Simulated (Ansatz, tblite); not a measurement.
**Si(OH)H3 (SiH₄O): which spin state is lowest**

Is the singlet the ground state of Si(OH)H3 (SiH₄O)? Other spin states are computed and compared level by level.

Program: Ansatz 0.2.0, Gaussian basis. Level of theory: as each input shows. These are calculated values, not measurements.

Plan: triplet, at the geometry of the singlet (GFN1-xTB, GFN2-xTB, PBE0-D4/def2-TZVP, PBE-D4/def2-TZVP, r2SCAN-D4/def2-TZVP); the singlet's energies come from earlier runs.

## 1. The structure

The geometry is that of the singlet, from an earlier relaxation (r2SCAN-D4/def2-TZVP).

6 atoms, charge 0, spin multiplicity 1.

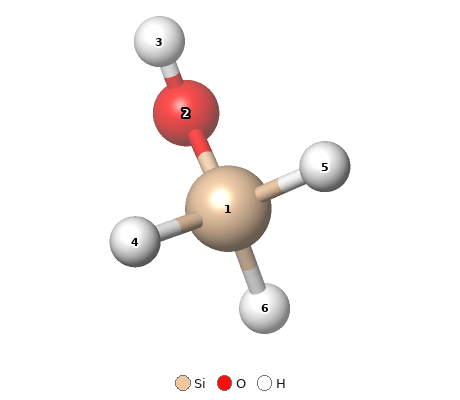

The structure; silicon light orange, oxygen red, hydrogen white; atoms are numbered from 1 in the order of the file.

## 2. Triplet at the fixed geometry, GFN1-xTB

Tight binding, by tblite at 300 K electronic temperature and without a spin-polarisation term:

```python
tblite.interface.Calculator('GFN1-xTB', numbers, positions, charge=0, uhf=2).singlepoint()
```

Energy -231.6260 eV; 0.003 s.

## 3. Triplet at the fixed geometry, GFN2-xTB

Tight binding, by tblite at 300 K electronic temperature and without a spin-polarisation term:

```python
tblite.interface.Calculator('GFN2-xTB', numbers, positions, charge=0, uhf=2).singlepoint()
```

Energy -207.5250 eV; 0.002 s.

## 4. Triplet at the fixed geometry, PBE0-D4/def2-TZVP

in.yaml

```yaml
crystal:
  periodic: [false, false, false]
  atoms:
    - {symbol: Si, position_ang: [-0.064159, -0.121033, -0.370819]}
    - {symbol: O, position_ang: [-0.064073, -0.093911, 1.278416]}
    - {symbol: H, position_ang: [0.350947, 0.656126, 1.711279]}
    - {symbol: H, position_ang: [1.317523, -0.127947, -0.922961]}
    - {symbol: H, position_ang: [-0.776957, 1.053600, -0.941911]}
    - {symbol: H, position_ang: [-0.763270, -1.366835, -0.753993]}
basis:
  gaussian: {orbitals: def2-TZVP}
magnetization: {spin_polarized: true, initial_magnetization: 2}
hamiltonian: {xc: pbe0, dispersion: d4}
scf: {omitted_lower_state_checks: [starts]}
output: {orbitals: {seedname: orbitals}}
```

On the command line:

```sh
$ ansatz run in.yaml --threads 4 --pin off --events-out ev --progress --plain --max-ram 3916MiB
```

Standard output:

```text
Functional definition: PBE0
  name "PBE0"
  cite "Adamo & Barone, J. Chem. Phys. 110, 6158 (1999) doi:10.1063/1.478522"
  cite "Perdew, Burke & Ernzerhof, Phys. Rev. Lett. 77, 3865 (1996) doi:10.1103/PhysRevLett.77.3865"
  parent pbe
  parameter a = 0.25
  parameter kappa = 0.804
  parameter beta = 0.06672455060314922
  exchange = (1 - a)*pbe_x(kappa = kappa, mu = beta*pi^2/3) + a*exact_x
  correlation = pbe_c(beta = beta)
these checks for a lower state are left out or cut short: starts
595 factors; their error is unknown
mean field evaluation 1: about -9974.8976 eV, gradient 3.5e1 eV
mean field evaluation 2: about -9955.8373 eV, gradient 7.4e1 eV
mean field evaluation 4: about -9979.1406 eV, gradient 7.6e0 eV
mean field evaluation 8: about -9979.4622 eV, gradient 1.4e-1 eV
mean field evaluation 16: about -9979.5007 eV, gradient 2.7e-3 eV
mean field -9979.50066757 eV, -366.7398851845 hartree, gradient 2.6e-5 eV, S^2 2.009838; 0 other end points of the search recorded, 0 dependent functions left out
reference -9979.50069927 eV, -366.7398863495 hartree; 14, 12 occupied and 78, 80 virtual orbitals, 595 factors
Total energy: -9979.55368907 eV, -366.7418336887 hartree
Checks for a lower state left out: starts
```

It took 0.7 s on 4 threads of AMD EPYC 9B14, shared host.

From the report: HOMO -2.60 eV, LUMO -7.28 eV (over both spins; with the spin held, an empty level of the minority spin lies below the top filled one); ⟨S²⟩ 2.010 (pure: 2.00).

## 5. Triplet at the fixed geometry, PBE-D4/def2-TZVP

start.molden holds the orbitals of an earlier run on this state, given as this run's starting guess.

Edit in.yaml of step 4 so:

```diff
@@ -10,5 +10,5 @@
 basis:
-  gaussian: {orbitals: def2-TZVP}
+  gaussian: {orbitals: def2-TZVP, initial_orbitals: start.molden}
 magnetization: {spin_polarized: true, initial_magnetization: 2}
-hamiltonian: {xc: pbe0, dispersion: d4}
+hamiltonian: {xc: pbe, dispersion: d4}
 scf: {omitted_lower_state_checks: [starts]}
```

Launched as before.

Standard output:

```text
Functional definition: PBE
  name "PBE"
  cite "Perdew, Burke & Ernzerhof, Phys. Rev. Lett. 77, 3865 (1996) doi:10.1103/PhysRevLett.77.3865"
  parent pbe
  parameter kappa = 0.804
  parameter beta = 0.06672455060314922
  exchange = pbe_x(kappa = kappa, mu = beta*pi^2/3)
  correlation = pbe_c(beta = beta)
these checks for a lower state are left out or cut short: starts
579 factors; their error is unknown
mean field evaluation 1: about -9978.9926 eV, gradient 5.6e0 eV
mean field evaluation 2: about -9979.0671 eV, gradient 1.3e-1 eV
mean field evaluation 4: about -9979.0606 eV, gradient 2.3e-3 eV
mean field evaluation 8: about -9979.0606 eV, gradient 5.2e-5 eV
mean field -9979.06062215 eV, -366.7237138136 hartree, gradient 1.0e-5 eV, S^2 2.003661; 0 other end points of the search recorded, 0 dependent functions left out
reference -9979.06066417 eV, -366.7237153580 hartree; 14, 12 occupied and 78, 80 virtual orbitals, 579 factors
Total energy: -9979.12514092 eV, -366.7260848350 hartree
Checks for a lower state left out: starts
```

It took 0.55 s on 4 threads of AMD EPYC 9B14, shared host.

From the report: HOMO -1.95 eV, LUMO -8.13 eV (over both spins; with the spin held, an empty level of the minority spin lies below the top filled one); ⟨S²⟩ 2.004 (pure: 2.00).

## 6. Triplet at the fixed geometry, r2SCAN-D4/def2-TZVP

Edit in.yaml of step 5 so:

```diff
@@ -12,3 +12,3 @@
 magnetization: {spin_polarized: true, initial_magnetization: 2}
-hamiltonian: {xc: pbe, dispersion: d4}
+hamiltonian: {xc: r2scan, dispersion: d4}
 scf: {omitted_lower_state_checks: [starts]}
```

The command is unchanged.

Standard output:

```text
Functional definition: r2SCAN
  name "r2SCAN"
  cite "Furness, Kaplan, Ning, Perdew & Sun, J. Phys. Chem. Lett. 11, 8208 (2020) doi:10.1021/acs.jpclett.0c02405"
  cite "Furness, Kaplan, Ning, Perdew & Sun, J. Phys. Chem. Lett. 11, 9248 (2020) doi:10.1021/acs.jpclett.0c03077"
  parent r2scan
  parameter k0 = 0.174
  parameter k1 = 0.065
  parameter a1 = 4.9479
  exchange = r2scan_x(k0 = k0, k1 = k1, a1 = a1)
  correlation = r2scan_c
these checks for a lower state are left out or cut short: starts
579 factors; their error is unknown
mean field evaluation 1: about -9983.5156 eV, gradient 3.7e0 eV
mean field evaluation 2: about -9983.5452 eV, gradient 5.2e-2 eV
mean field evaluation 4: about -9983.5373 eV, gradient 6.6e-4 eV
mean field evaluation 8: about -9983.5373 eV, gradient 5.3e-5 eV
mean field -9983.53727871 eV, -366.8882279081 hartree, gradient 1.2e-5 eV, S^2 2.009826; 0 other end points of the search recorded, 0 dependent functions left out
reference -9983.53729347 eV, -366.8882284503 hartree; 14, 12 occupied and 78, 80 virtual orbitals, 579 factors
Total energy: -9983.55192582 eV, -366.8887661794 hartree
Checks for a lower state left out: starts
```

Wall time 1 s (4 threads of AMD EPYC 9B14, shared host).

From the report: HOMO -2.10 eV, LUMO -8.07 eV (over both spins; with the spin held, an empty level of the minority spin lies below the top filled one); ⟨S²⟩ 2.010 (pure: 2.00).

## 7. Triplet less singlet, vertical

The singlet's energies are those of its earlier runs, whose logs aren't repeated here.

| level | triplet less singlet, vertical (kJ/mol) | time |
| --- | --- | --- |
| GFN1-xTB | +742.8 | 0.006 s |
| GFN2-xTB | +668.9 | 0.003 s |
| PBE-D4/def2-TZVP | +604.6 | 0.8 s |
| r2SCAN-D4/def2-TZVP | +630.9 | 1.6 s |
| PBE0-D4/def2-TZVP | +649.6 | 1.1 s |

Times add the two runs; a level without a time comes out of a correlated run. Tight binding without a spin term can't rank spin states.

## 8. Summary of results

| quantity | value |
| --- | --- |
| triplet less singlet, vertical, functionals in def2-TZVP | +604.6 (PBE-D4) to +649.6 kJ/mol (PBE0-D4) |

In words: All functionals put the triplet above the singlet, over a spread of 44.9 kJ/mol. The checks for a lower triplet were left out, so another state of that spin may lie lower. These are electronic energies, without zero-point motion, entropy or surroundings.
